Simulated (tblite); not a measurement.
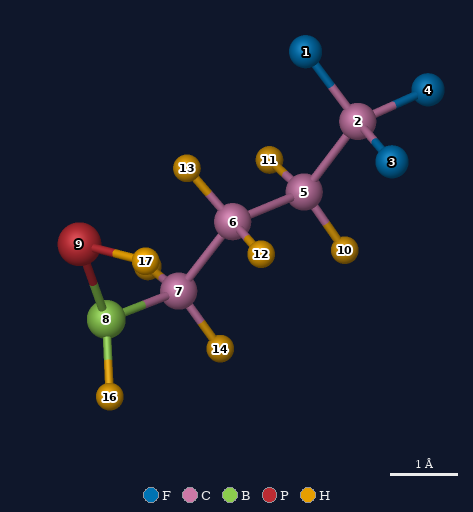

This is the input geometry for a relaxation of C4H8BF3P (multiplicity 2). Style: ball-and-stick. Shown from a free direction.

Computed with tblite 0.8.0, GFN2-xTB geometry optimisation, gas phase.

```xyz
17

F     1.9245    1.6181   -0.9265
C     2.1803    0.9310    0.2199
F     1.7792    1.6582    1.3258
F     3.5332    0.7659    0.3234
C     1.3777   -0.3479    0.2655
C    -0.0863    0.0353    0.2035
C    -0.8829   -1.2421    0.2312
B    -2.3999   -0.7520    0.1816
P    -2.8272    0.9829   -0.4438
H     1.5591   -0.9337    1.1930
H     1.5903   -0.9096   -0.6706
H    -0.3913    0.6094    1.0984
H    -0.3543    0.5547   -0.7249
H    -0.6844   -1.8213    1.1602
H    -0.6437   -1.9174   -0.6128
H    -3.0491   -1.0797    1.1479
H    -2.6325    1.8602    0.6677
```

**Where does the relaxation end?**

After 112 geometry steps the energy has fallen by 1.078 eV. H17 moves most after the best rigid fit: 1.84 Å. By element the largest moves are H 1.84 Å, F 0.63 Å, P 0.38 Å, C 0.32 Å, B 0.26 Å. Some distances before and after: C2–F3 1.383 → 1.342 Å, B8–H16 1.209 → 1.173 Å, P9–H17 1.429 → 1.395 Å, C2–F4 1.367 → 1.345 Å. Bond angles that change, for instance: C6–C7–B8 104.0° → 115.8°, B8–P9–H17 106.0° → 96.9°, F3–C2–C5 105.5° → 112.6°.

Final geometry:

```xyz
17

F     2.2692    1.6130   -0.8818
C     2.4682    0.8135    0.1769
F     2.4066    1.5992    1.2636
F     3.7412    0.3866    0.0935
C     1.4860   -0.3359    0.2334
C     0.0432    0.1696    0.2876
C    -0.9572   -0.9808    0.4084
B    -2.4843   -0.5734    0.3570
P    -3.0131    1.1468   -0.1589
H     1.7254   -0.9275    1.1196
H     1.6494   -0.9509   -0.6538
H    -0.0688    0.8410    1.1426
H    -0.1693    0.7441   -0.6177
H    -0.7420   -1.5456    1.3207
H    -0.7789   -1.6899   -0.4085
H    -3.2912   -1.4009    0.5581
H    -4.2916    1.1030    0.3987
```

The end point in the same view:

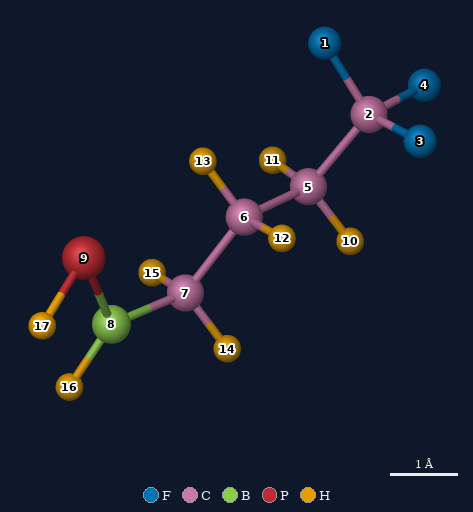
